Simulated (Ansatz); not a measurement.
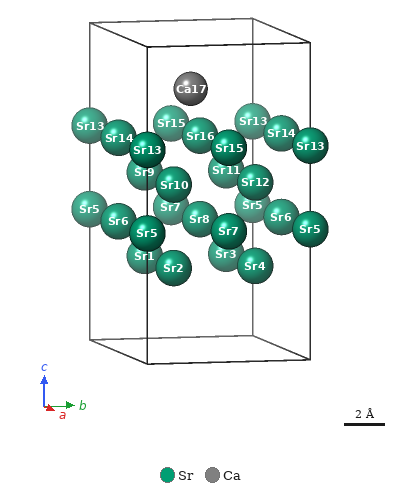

Fig. 1: The input geometry (spheres-only view of the cell of the calculation, with the vacuum cut short, seen slightly off an axis; atoms are numbered from 1 in the order of the input). An atom can appear more than once, as a periodic image.

Geometry relaxation, with input and output: Sr16Ca (part 1 of 3)

System: Sr16Ca (slab, 17 atoms in the cell).
Method: DFT PBEsol, scalar-relativistic, plane waves, PAW, no spin polarisation (Ansatz 0.2.0).

The input holds or restrains some coordinates. Forces given for the steps count only the free coordinates. It belongs to a series of runs on one base structure; here: end point A relaxed. Figures and captions count atoms from 1; the log counts them from 0 in places.

## What the program printed
```
Engine: ansatz 0.2.0, x86_64-unknown-linux-gnu
Pseudopotentials: kind: paw
Pseudopotential: Sr, paw, valence charge 10, recommended cutoff 420 eV (normal), Sr.paw.azcp
Pseudopotential: Ca, paw, valence charge 10, recommended cutoff 420 eV (normal), Ca.paw.azcp
Functional definition: PBEsol
  exchange = pbesol_x
  correlation = pbesol_c
Crystal: 17 atoms, lattice volume = 2033.505 Å³
Basis set: ecut = 420 eV, 39745 PW (Γ), exchange–correlation on 180×120×270 points (8 copies of the dense FFT grid, shifted against one another)
Bands: 102, of which v1, the nominal top of the filled ones, is band 85 counted from 1 (84 counted from 0)
Symmetry: 1 space group operations
Space group: P1 (ITA 1), of the structure as read, at distance tolerance 1.3e-4 Å
k-points: 4
Non-local potential: Sr, projectors of the file, l = 0: 3, l = 1: 2, l = 2: 2
Non-local potential: Ca, projectors of the file, l = 0: 3, l = 1: 2, l = 2: 2
PAW form: soft (Blöchl's): semilocal exchange-correlation on the pseudo side does not see the compensation charge
PAW frozen core: Sr, regenerated for the run's functional, and the local potential with it (the file was generated under x = pbe(κ = 0.804, μ = 0.2195149727645171), c = pbe(β = 0.06672455060314922))
PAW frozen core: Ca, regenerated for the run's functional, and the local potential with it (the file was generated under x = pbe(κ = 0.804, μ = 0.2195149727645171), c = pbe(β = 0.06672455060314922))
PAW one-centre angular grid: Sr, 110 points (default); XC on 64 Gauss nodes
PAW one-centre angular grid: Ca, 110 points (default); XC on 64 Gauss nodes
Initial density: superposition of atomic densities (neutral atoms: chi_scale 0, normalization atom), corrected by the library's trained network
Initial wavefunctions: pseudopotential atomic-orbital guess
Functional: x = pbesol(κ = 0.804, μ = 0.12345679012345678), c = pbesol(β = 0.046)
SCF iter   1: F=—  HF=-57662.438645 eV  |F-HF|=—  |Δ(HF+E_count)|=         —  Δρ=2.82e-3  dr2=3.89e0  ethr=1.77e-3  ⟨swp⟩=17.2  Hψ=2586  notcnv=0
preconditioner: auto → LDOS  [metal: Δε(μ)=0.013 eV  Ē_g=1.599 eV  σ=0.050 eV  W_gap=0.15  n_scr=196 (ndim 8)  ℏωp=4.8 eV  f_vac=0.401  D(μ)=31.31/eV (n_scr^D=156)  β→1.0]
SCF iter   2: F=—  HF=-57662.213947 eV  |F-HF|=—  |Δ(HF+E_count)|=   2.25e-1  Δρ=1.50e-3  dr2=2.30e-1  ethr=1.77e-3  ⟨swp⟩=3.8  Hψ=579  notcnv=0  defer=9
SCF iter   3: F=—  HF=-57662.212780 eV  |F-HF|=—  |Δ(HF+E_count)|=   1.17e-3  Δρ=6.88e-4  dr2=3.21e-2  ethr=1.36e-4  ⟨swp⟩=4.8  Hψ=795  notcnv=0  defer=11
SCF iter   4: F=—  HF=-57662.214925 eV  |F-HF|=—  |Δ(HF+E_count)|=   2.14e-3  Δρ=4.26e-4  dr2=1.69e-2  ethr=1.89e-5  ⟨swp⟩=2.5  Hψ=817  notcnv=0  defer=13
SCF iter   5: F=—  HF=-57662.214218 eV  |F-HF|=—  |Δ(HF+E_count)|=   7.07e-4  Δρ=1.68e-4  dr2=4.09e-3  ethr=9.94e-6  ⟨swp⟩=2.0  Hψ=672  notcnv=0  defer=13
SCF iter   6: F=—  HF=-57662.214099 eV  |F-HF|=—  |Δ(HF+E_count)|=   1.19e-4  Δρ=7.49e-5  dr2=5.80e-4  ethr=2.41e-6  ⟨swp⟩=2.2  Hψ=674  notcnv=0  defer=13
SCF iter   7: F=—  HF=-57662.214113 eV  |F-HF|=—  |Δ(HF+E_count)|=   1.39e-5  Δρ=3.31e-5  dr2=6.52e-5  ethr=3.41e-7  ⟨swp⟩=2.8  Hψ=692  notcnv=0  defer=12
SCF iter   8: F=-57662.214110 eV  HF=-57662.214112 eV  |F-HF|=1.63e-6  |Δ(HF+E_count)|=   4.11e-7  Δρ=1.27e-5  dr2=6.37e-6  ethr=1.32e-8  ⟨swp⟩=7.0  Hψ=1517  notcnv=0
SCF 1 converged in 8 iterations: F = -57662.214110 eV  dr2 = 6.37e-6
  greatest PAW one-centre occupation: 0.996 electrons in one spin orbital (limit 2), on the Ca atom at site 16 (counted from 0), in its partial waves of l = 0
relax step   1: F+E_penalty+E_count = -57662.21411047 eV  Δ(F+E_penalty+E_count) = +0.000e0 eV  max|allowed force component| = 2.737e-1 eV/Å  Δτ_max = 0.0000 Å  (8 SCF iters, dr2 threshold 2.25e-5 eV, accepted)
Initial density: handed on by an earlier stage of this run
Initial wavefunctions: those handed on with the density
iter 1 solved again at ethr=6.86e-5 eV; its pass at ethr=3.10e-3 eV (dr2=1.17e-1 eV) is discarded
SCF iter   1: F=—  HF=-57662.351373 eV  |F-HF|=—  |Δ(HF+E_count)|=         —  Δρ=7.10e-4  dr2=9.65e-2  ethr=6.86e-5  ⟨swp⟩=2.2  Hψ=1543  notcnv=0  defer=12
preconditioner: auto → LDOS  [metal: Δε(μ)=0.016 eV  Ē_g=1.643 eV  σ=0.050 eV  W_gap=0.18  n_scr=196 (ndim 8)  ℏωp=4.8 eV  f_vac=0.400  D(μ)=32.37/eV (n_scr^D=172)  β→1.0]
SCF iter   2: F=—  HF=-57662.344920 eV  |F-HF|=—  |Δ(HF+E_count)|=   6.45e-3  Δρ=2.58e-4  dr2=4.98e-3  ethr=5.68e-5  ⟨swp⟩=2.0  Hψ=471  notcnv=0  defer=12
SCF iter   3: F=—  HF=-57662.344748 eV  |F-HF|=—  |Δ(HF+E_count)|=   1.71e-4  Δρ=1.21e-4  dr2=1.76e-3  ethr=2.93e-6  ⟨swp⟩=2.0  Hψ=738  notcnv=0  defer=12
SCF iter   4: F=—  HF=-57662.345227 eV  |F-HF|=—  |Δ(HF+E_count)|=   4.79e-4  Δρ=8.85e-5  dr2=5.87e-4  ethr=1.03e-6  ⟨swp⟩=3.0  Hψ=685  notcnv=0  defer=12
SCF iter   5: F=—  HF=-57662.345177 eV  |F-HF|=—  |Δ(HF+E_count)|=   5.01e-5  Δρ=2.39e-5  dr2=6.68e-5  ethr=3.45e-7  ⟨swp⟩=2.0  Hψ=673  notcnv=0  defer=12
SCF iter   6: F=—  HF=-57662.345177 eV  |F-HF|=—  |Δ(HF+E_count)|=   4.32e-7  Δρ=9.21e-6  dr2=9.57e-6  ethr=3.93e-8  ⟨swp⟩=2.8  Hψ=681  notcnv=0  defer=12
SCF iter   7: F=-57662.345177 eV  HF=-57662.345178 eV  |F-HF|=5.90e-7  |Δ(HF+E_count)|=   9.39e-7  Δρ=4.39e-6  dr2=1.03e-6  ethr=2.75e-9  ⟨swp⟩=6.8  Hψ=1384  notcnv=0
SCF 2 converged in 7 iterations: F = -57662.345177 eV  dr2 = 1.03e-6
relax step   2: F+E_penalty+E_count = -57662.34517731 eV  Δ(F+E_penalty+E_count) = -1.311e-1 eV  max|allowed force component| = 3.258e-1 eV/Å  Δτ_max = 0.1976 Å  (7 SCF iters, dr2 threshold 4.68e-6 eV, accepted)
SCF iter   1: F=—  HF=-57662.470352 eV  |F-HF|=—  |Δ(HF+E_count)|=         —  Δρ=6.40e-4  dr2=7.33e-2  ethr=4.90e-4  ⟨swp⟩=7.0  Hψ=1015  notcnv=0  defer=15
preconditioner: auto → LDOS  [metal: Δε(μ)=0.017 eV  Ē_g=1.645 eV  σ=0.050 eV  W_gap=0.19  n_scr=196 (ndim 8)  ℏωp=4.8 eV  f_vac=0.404  D(μ)=31.97/eV (n_scr^D=168)  β→1.0]
SCF iter   2: F=—  HF=-57662.469493 eV  |F-HF|=—  |Δ(HF+E_count)|=   8.59e-4  Δρ=2.50e-4  dr2=7.15e-3  ethr=4.31e-5  ⟨swp⟩=2.2  Hψ=548  notcnv=0  defer=15
SCF iter   3: F=—  HF=-57662.469156 eV  |F-HF|=—  |Δ(HF+E_count)|=   3.37e-4  Δρ=1.11e-4  dr2=1.10e-3  ethr=4.20e-6  ⟨swp⟩=2.0  Hψ=667  notcnv=0  defer=15
SCF iter   4: F=—  HF=-57662.469667 eV  |F-HF|=—  |Δ(HF+E_count)|=   5.11e-4  Δρ=9.03e-5  dr2=3.35e-4  ethr=6.49e-7  ⟨swp⟩=2.0  Hψ=736  notcnv=0  defer=15
SCF iter   5: F=—  HF=-57662.469609 eV  |F-HF|=—  |Δ(HF+E_count)|=   5.81e-5  Δρ=2.47e-5  dr2=1.02e-4  ethr=1.97e-7  ⟨swp⟩=2.0  Hψ=738  notcnv=0  defer=15
SCF iter   6: F=—  HF=-57662.469610 eV  |F-HF|=—  |Δ(HF+E_count)|=   1.36e-6  Δρ=1.41e-5  dr2=2.44e-5  ethr=6.01e-8  ⟨swp⟩=2.2  Hψ=670  notcnv=0  defer=15
SCF iter   7: F=-57662.469609 eV  HF=-57662.469610 eV  |F-HF|=8.59e-7  |Δ(HF+E_count)|=   4.56e-7  Δρ=5.39e-6  dr2=1.41e-6  ethr=3.90e-9  ⟨swp⟩=7.0  Hψ=1501  notcnv=0
SCF 3 converged in 7 iterations: F = -57662.469609 eV  dr2 = 1.41e-6
relax step   3: F+E_penalty+E_count = -57662.46960895 eV  Δ(F+E_penalty+E_count) = -1.244e-1 eV  max|allowed force component| = 3.776e-1 eV/Å  Δτ_max = 0.1951 Å  (7 SCF iters, dr2 threshold 6.64e-6 eV, accepted)
SCF iter   1: F=—  HF=-57662.587716 eV  |F-HF|=—  |Δ(HF+E_count)|=         —  Δρ=6.01e-4  dr2=3.99e-2  ethr=3.92e-4  ⟨swp⟩=7.0  Hψ=1088  notcnv=0  defer=14
[...]
preconditioner: auto → LDOS  [metal: Δε(μ)=0.016 eV  Ē_g=1.647 eV  σ=0.050 eV  W_gap=0.18  n_scr=196 (ndim 8)  ℏωp=4.8 eV  f_vac=0.407  D(μ)=32.17/eV (n_scr^D=168)  β→1.0]
relax step   4: F+E_penalty+E_count = -57662.58615744 eV  Δ(F+E_penalty+E_count) = -1.165e-1 eV  max|allowed force component| = 4.078e-1 eV/Å  Δτ_max = 0.1952 Å  (5 SCF iters, dr2 threshold 1.00e-4 eV, accepted)
preconditioner: auto → LDOS  [metal: Δε(μ)=0.017 eV  Ē_g=1.651 eV  σ=0.050 eV  W_gap=0.19  n_scr=196 (ndim 8)  ℏωp=4.8 eV  f_vac=0.409  D(μ)=32.63/eV (n_scr^D=172)  β→1.0]
relax step   5: F+E_penalty+E_count = -57662.69627588 eV  Δ(F+E_penalty+E_count) = -1.101e-1 eV  max|allowed force component| = 4.097e-1 eV/Å  Δτ_max = 0.1951 Å  (5 SCF iters, dr2 threshold 1.00e-4 eV, accepted)
preconditioner: auto → LDOS  [metal: Δε(μ)=0.018 eV  Ē_g=1.650 eV  σ=0.050 eV  W_gap=0.20  n_scr=196 (ndim 8)  ℏωp=4.8 eV  f_vac=0.412  D(μ)=32.92/eV (n_scr^D=172)  β→1.0]
relax step   6: F+E_penalty+E_count = -57662.79885106 eV  Δ(F+E_penalty+E_count) = -1.026e-1 eV  max|allowed force component| = 3.796e-1 eV/Å  Δτ_max = 0.1950 Å  (5 SCF iters, dr2 threshold 1.00e-4 eV, accepted)
preconditioner: auto → LDOS  [metal: Δε(μ)=0.018 eV  Ē_g=1.652 eV  σ=0.050 eV  W_gap=0.20  n_scr=196 (ndim 8)  ℏωp=4.8 eV  f_vac=0.415  D(μ)=32.67/eV (n_scr^D=172)  β→1.0]
relax step   7: F+E_penalty+E_count = -57662.88873773 eV  Δ(F+E_penalty+E_count) = -8.989e-2 eV  max|allowed force component| = 3.163e-1 eV/Å  Δτ_max = 0.1942 Å  (5 SCF iters, dr2 threshold 1.00e-4 eV, accepted)
preconditioner: auto → LDOS  [metal: Δε(μ)=0.027 eV  Ē_g=1.667 eV  σ=0.050 eV  W_gap=0.28  n_scr=196 (ndim 8)  ℏωp=4.8 eV  f_vac=0.418  D(μ)=31.75/eV (n_scr^D=168)  β→1.0]
relax step   8: F+E_penalty+E_count = -57662.96281906 eV  Δ(F+E_penalty+E_count) = -7.408e-2 eV  max|allowed force component| = 2.226e-1 eV/Å  Δτ_max = 0.1979 Å  (5 SCF iters, dr2 threshold 6.94e-5 eV, accepted)
preconditioner: auto → LDOS  [metal: Δε(μ)=0.052 eV  Ē_g=1.672 eV  σ=0.050 eV  W_gap=0.48  n_scr=196 (ndim 8)  ℏωp=4.8 eV  f_vac=0.423  D(μ)=25.67/eV (n_scr^D=112)  β→1.0]
relax step   9: F+E_penalty+E_count = -57663.02816150 eV  Δ(F+E_penalty+E_count) = -6.534e-2 eV  max|allowed force component| = 1.835e-1 eV/Å  Δτ_max = 0.2000 Å  (6 SCF iters, dr2 threshold 2.45e-5 eV, accepted)
preconditioner: auto → LDOS  [metal: Δε(μ)=0.030 eV  Ē_g=1.657 eV  σ=0.050 eV  W_gap=0.31  n_scr=196 (ndim 8)  ℏωp=4.8 eV  f_vac=0.426  D(μ)=27.27/eV (n_scr^D=118)  β→1.0]
relax step  10: F+E_penalty+E_count = -57663.05896898 eV  Δ(F+E_penalty+E_count) = -3.081e-2 eV  max|allowed force component| = 8.504e-2 eV/Å  Δτ_max = 0.1949 Å  (6 SCF iters, dr2 threshold 1.67e-5 eV, accepted)
preconditioner: auto → LDOS  [insulator: Δε(μ)=0.077 eV  Ē_g=1.676 eV  σ=0.050 eV  W_gap=0.58  n_scr=196 (ndim 8)  ℏωp=4.8 eV  f_vac=0.433  D(μ)=20.68/eV (n_scr^D=86)  ε∞_Penn≈9.2  β→1.0]
relax step  11: F+E_penalty+E_count = -57663.07220544 eV  Δ(F+E_penalty+E_count) = -1.324e-2 eV  max|allowed force component| = 7.425e-2 eV/Å  Δτ_max = 0.1905 Å  (7 SCF iters, dr2 threshold 1.55e-6 eV, accepted)
preconditioner: auto → LDOS  [metal: Δε(μ)=0.025 eV  Ē_g=1.657 eV  σ=0.050 eV  W_gap=0.26  n_scr=196 (ndim 8)  ℏωp=4.8 eV  f_vac=0.431  D(μ)=25.98/eV (n_scr^D=112)  β→1.0]
relax step  12: F+E_penalty+E_count = -57663.07467761 eV  Δ(F+E_penalty+E_count) = -2.472e-3 eV  max|allowed force component| = 1.032e-2 eV/Å  Δτ_max = 0.0397 Å  (6 SCF iters, dr2 threshold 1.18e-6 eV, accepted)
preconditioner: auto → LDOS  [metal: Δε(μ)=0.051 eV  Ē_g=1.671 eV  σ=0.050 eV  W_gap=0.44  n_scr=196 (ndim 8)  ℏωp=4.8 eV  f_vac=0.431  D(μ)=24.63/eV (n_scr^D=104)  β→1.0]
relax step  13: F+E_penalty+E_count = -57663.07467802 eV  Δ(F+E_penalty+E_count) = -4.181e-7 eV  max|allowed force component| = 1.017e-2 eV/Å  Δτ_max = 0.0000 Å  (4 SCF iters, accepted)
```

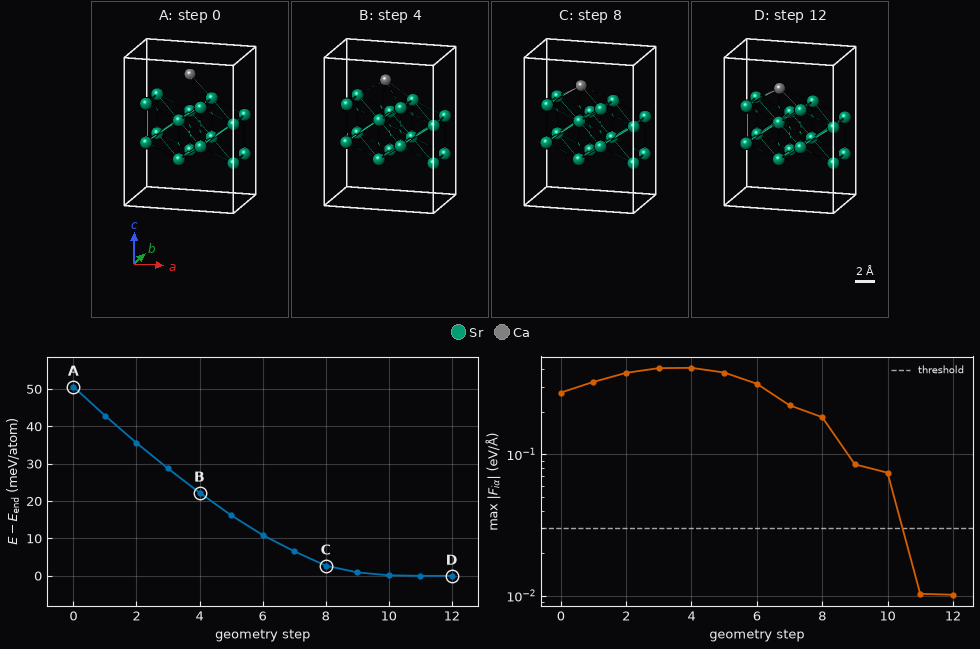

Fig. 2: Frames of the restrained relaxation (ball-and-stick view of the cell of the calculation, with the vacuum cut short (origin shifted), seen slightly off an axis) above the curves, on which the letters mark them (the first geometry is step 0 here and step 1 in the log).

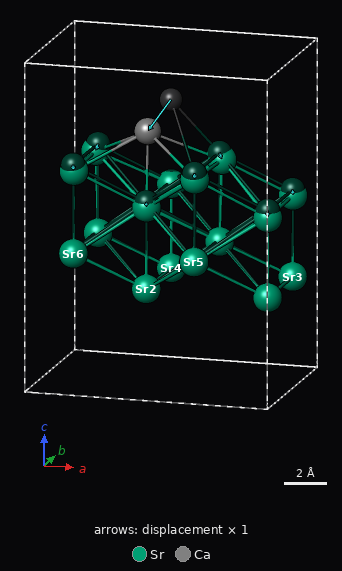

Fig. 3: Start (faint) and end (solid) with the displacements as teal arrows, at true length (ball-and-stick view of the cell of the calculation, with the vacuum cut short (origin shifted), seen slightly off an axis). Over 12 geometry steps the energy falls by 50.6 meV per atom. The largest force component goes from 0.27 to 0.01 eV/Å. The largest move is that of Ca17, 1.92 Å. By element the largest moves are Ca 1.92 Å, Sr 0.38 Å. The cell stays as it was. Among the contacts that change: Sr14–Ca17 5.723 → 4.132 Å, Sr10–Ca17 5.168 → 3.726 Å, Sr16–Ca17 5.227 → 4.053 Å, Sr1–Sr9 4.299 → 3.955 Å. New bonds form: Sr10–Ca17 (5.17 → 3.73 Å), Sr14–Ca17 (5.72 → 4.13 Å), Sr16–Ca17 (5.23 → 4.05 Å). (Atoms are counted from 1 in the order of the input.)

```
NSCF: frozen V_eff on 4 k-points
the band table was solved once a step of the walk had ended and its energy, with any forces and stress, was formed, with the checks that follow a solve (2578 applications of the Hamiltonian). They found nothing against the state; the energy, forces and stress were not computed again (output.eigenvalues in the input reference)
Free energy (F): -57663.074678 eV
Harris-Foulkes:  -57663.074678 eV  (|F-HF|=9.18e-9)
Internal energy: -57663.043889 eV  (E = F + TS)
E sigma→0 (E₀):  -57663.059284 eV
Entropy (-TS):   -0.030789 eV (-1.811 meV/atom)
Fermi energy:    1.018805 eV
--- Per-component energies (eV) ---
[...]
  E_band       = -3084.050670
  E_kinetic    = 4123.923409
  E_local      = -38711.658038  (includes V_loc(G=0)·N_el)
  E_nonlocal   = 3336.532456
  E_hartree    = 15795.912763
  E_xc         = -2835.344900
  E_vxc        = -2691.885093  (∫ρ·V_xc dr)
  E_paw        = -43150.116123  (= ΣΔE_a)
  E_vpaw       = -732.797738  (= ΣTr[D̂ρ^β])
  E_aug_tail   = -0.000028  (compensation charges beyond the density's cutoff)
  E_ewald      = 3775.438218
  E_core_change = 2.268353  (= ΣΔE_core)
  E_smearing   = -0.030789  (= −TS)
  E_closure    = -0.000000  (closes the sum)
  Σ components = -57663.074678   (vs F -57663.074678, Δ=0.00e0)
```
